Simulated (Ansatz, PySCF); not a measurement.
Bond stretch in SMILES [F][Mg][F], singlet. The Mg1–F3 bond (Mg1 also carries F; F3 carries nothing else) is stretched with both fragments frozen at the PBE0/def2-TZVP optimised geometry.

```
3

Mg     0.0000     0.0000     0.0000
F     -0.0008     0.0004    -1.7453
F      0.0000     0.0000     1.7453
```

Levels of theory: UMP2 = MP2 on UHF/cc-pVDZ, frozen core (Ansatz, a program for electronic structure); UCCSD = CCSD on UHF/cc-pVDZ, frozen core in Ansatz; UKS-BP86/6-31G* = unrestricted BP86/6-31G*, spherical d (PySCF); UKS-B3LYP/6-31G* = PySCF 2.14.0 with unrestricted B3LYP/6-31G*, spherical d.

Energies are in mEh, each relative to the lowest point of its own curve near equilibrium.

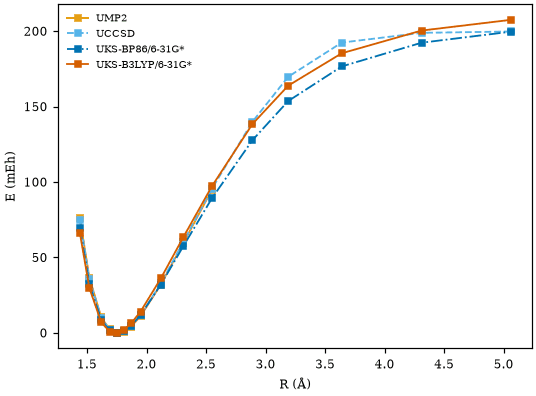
*Energy against bond length for each method.*

```json
[
 {"R / Å": "1.44", "UMP2": "76.1", "UCCSD": "74.9", "UKS-BP86/6-31G*": "69.6", "UKS-B3LYP/6-31G*": "66.2"},
 {"R / Å": "1.52", "UMP2": "36.4", "UCCSD": "35.6", "UKS-BP86/6-31G*": "32.3", "UKS-B3LYP/6-31G*": "29.6"},
 {"R / Å": "1.62", "UMP2": "10.3", "UCCSD": "9.9", "UKS-BP86/6-31G*": "8.4", "UKS-B3LYP/6-31G*": "6.9"},
 {"R / Å": "1.69", "UMP2": "2.3", "UCCSD": "2.1", "UKS-BP86/6-31G*": "1.6", "UKS-B3LYP/6-31G*": "0.8"},
 {"R / Å": "1.75", "UMP2": "0.0", "UCCSD": "0.0", "UKS-BP86/6-31G*": "0.0", "UKS-B3LYP/6-31G*": "0.0"},
 {"R / Å": "1.81", "UMP2": "0.9", "UCCSD": "1.0", "UKS-BP86/6-31G*": "1.3", "UKS-B3LYP/6-31G*": "2.0"},
 {"R / Å": "1.87", "UMP2": "4.1", "UCCSD": "4.4", "UKS-BP86/6-31G*": "4.8", "UKS-B3LYP/6-31G*": "6.2"},
 {"R / Å": "1.95", "UMP2": "11.0", "UCCSD": "11.5", "UKS-BP86/6-31G*": "11.8", "UKS-B3LYP/6-31G*": "14.1"},
 {"R / Å": "2.12", "UMP2": "32.0", "UCCSD": "32.7", "UKS-BP86/6-31G*": "31.9", "UKS-B3LYP/6-31G*": "36.0"},
 {"R / Å": "2.31", "UMP2": "59.6", "UCCSD": "60.5", "UKS-BP86/6-31G*": "57.6", "UKS-B3LYP/6-31G*": "63.5"},
 {"R / Å": "2.55", "UMP2": "94.9", "UCCSD": "95.6", "UKS-BP86/6-31G*": "89.2", "UKS-B3LYP/6-31G*": "97.2"},
 {"R / Å": "2.89", "UMP2": "—", "UCCSD": "139.9", "UKS-BP86/6-31G*": "127.7", "UKS-B3LYP/6-31G*": "138.4"},
 {"R / Å": "3.19", "UMP2": "—", "UCCSD": "169.7", "UKS-BP86/6-31G*": "153.6", "UKS-B3LYP/6-31G*": "163.8"},
 {"R / Å": "3.64", "UMP2": "—", "UCCSD": "192.4", "UKS-BP86/6-31G*": "176.6", "UKS-B3LYP/6-31G*": "185.3"},
 {"R / Å": "4.31", "UMP2": "—", "UCCSD": "198.8", "UKS-BP86/6-31G*": "192.3", "UKS-B3LYP/6-31G*": "200.3"},
 {"R / Å": "5.06", "UMP2": "—", "UCCSD": "199.7", "UKS-BP86/6-31G*": "199.6", "UKS-B3LYP/6-31G*": "207.5"}
]
```

At the longest distance, 5.06 Å, UKS-B3LYP/6-31G* lies highest above its minimum (207.5 mEh) and UKS-BP86/6-31G* lowest (199.6 mEh).

A dash means that the run gave no value there, or that the column was ended at a point which the program doubted or which failed a test of continuity chosen for this set; such a test can also cut sound points.

The unrestricted determinant behind UMP2, UCCSD is spin-contaminated at 2.89 to 5.06 Å (<S²> up to 1.0, against 0.00 for a pure singlet). The unrestricted determinant behind UKS-BP86/6-31G* is spin-contaminated at 3.19 to 5.06 Å (<S²> up to 0.7, against 0.00 for a pure singlet). The unrestricted determinant behind UKS-B3LYP/6-31G* is spin-contaminated at 3.19 to 5.06 Å (<S²> up to 0.8, against 0.00 for a pure singlet).
